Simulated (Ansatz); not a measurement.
## Electronic structure of Cl2FGeO (doublet) in real space

The calculation's input:

```
crystal:
  periodic: [false, false, false]
  atoms:
    - {symbol: O, position_ang: [1.076296, -1.300424, 0.666423]}
    - {symbol: Ge, position_ang: [0.006550, -0.028032, 0.047925]}
    - {symbol: F, position_ang: [-0.974929, 0.598141, 1.301581]}
    - {symbol: Cl, position_ang: [-1.265266, -0.886537, -1.389943]}
    - {symbol: Cl, position_ang: [1.207250, 1.543151, -0.667385]}
basis:
  gaussian: {orbitals: def2-TZVPP}
magnetization: {spin_polarized: true, initial_magnetization: 1}
hamiltonian: {xc: pbe0, dispersion: d4}
output: {orbitals: {seedname: orbitals}}
```

Command:

```sh
ansatz run in.yaml --threads 4 --pin off --events-out ev --progress --plain --max-ram 10444MiB
```

Geometry: PBE0-D4/def2-TZVP.

These are results of Ansatz, UKS PBE0-D4/def2-TZVPP, not measurements.

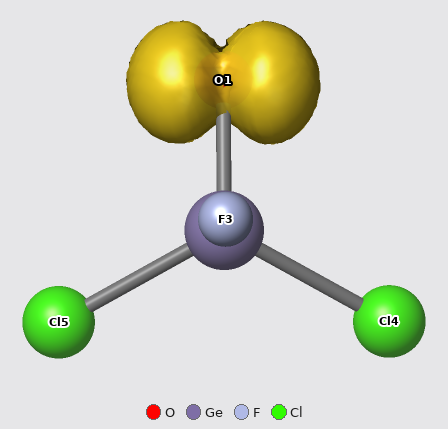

Figure 1. Isosurface of the spin density (α minus β) at +0.1 e/Å³ (yellow), seen at a tilt.

**Which atoms carry the spin?**

The unpaired spin (1 electron) lies mostly on O1 (about 0.9), in electrons by Hirshfeld's partition.

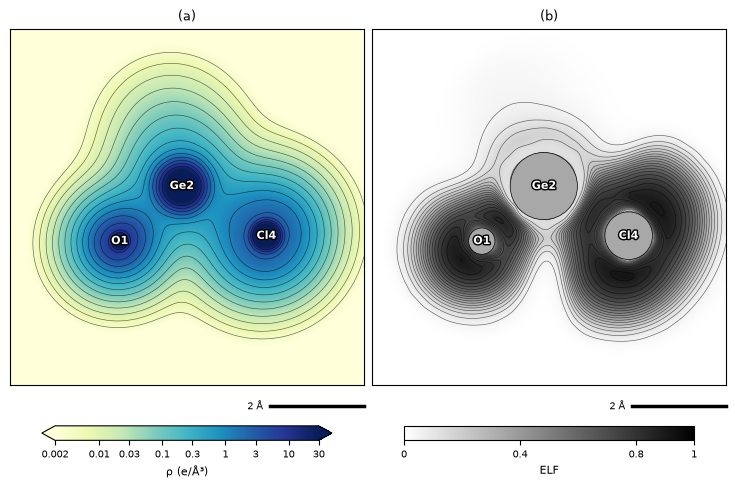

Figure 2. (a) total electron density; (b) electron localisation function on the plane of atoms O1, Ge2 and Cl4. Grey discs cover the atomic cores in the ELF map.

**Describe what can be read from this map.**

- The plane passes through O, Ge and Cl nuclei.
- Ge–O (1.77 Å): ρ is about 1 e/Å³ halfway; the ELF peaks at about 0.85 in the valence shell of O, 0.6 Å from its nucleus, and is about 0.40 at the midpoint.
- Ge–Cl (2.10 Å): ρ at the midpoint is about 0.86 e/Å³; the ELF peaks at about 0.80 in the valence shell of Cl, 0.9 Å from its nucleus, and is about 0.70 at the midpoint.
- The ELF also peaks beside Cl4 and O1, away from the bonds: non-bonding electrons, paired or unpaired.

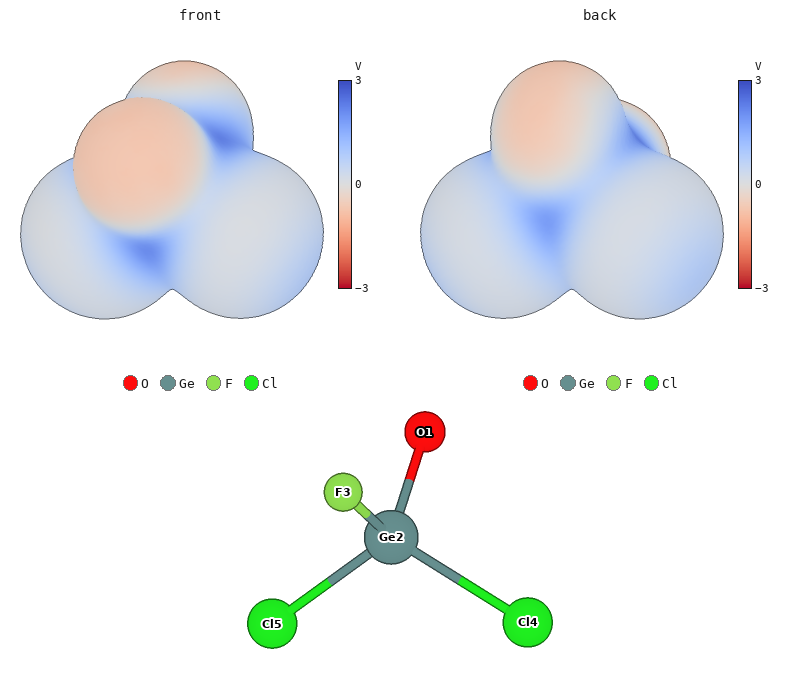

Figure 3. The molecular electrostatic potential painted on the density surface at 0.002 e/bohr³, seen from the front and from behind; the colour scale runs from red (negative) to blue (positive). The bare structure is drawn below in the same view.

**Where is the surface potential most negative and most positive?**

The most negative region (about −0.7 V) lies over O1 and F3, the most positive (about +2.1 V) over Ge2. Cl4 shows a σ-hole: about +0.8 V at the tip opposite its bond, against about +0.2 V on its flanks. Cl5 shows a σ-hole: about +0.8 V at the tip opposite its bond, against about +0.2 V on its flanks.

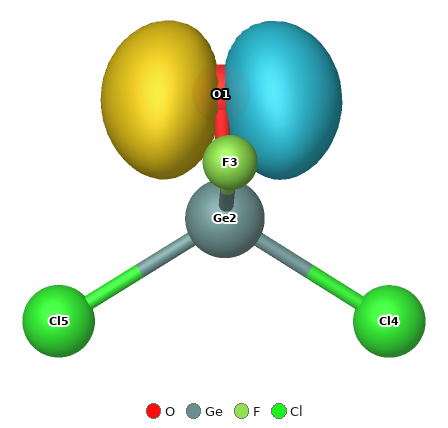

Figure 4. The LUMO (β) at ±0.2 Å⁻³ᐟ² (yellow and cyan are the two phases), seen across its widest extent.

**Describe this orbital and give its energy.**

By Hirshfeld shares it lies mainly on O1 (about 80 %). Its energy is −5.49 eV.
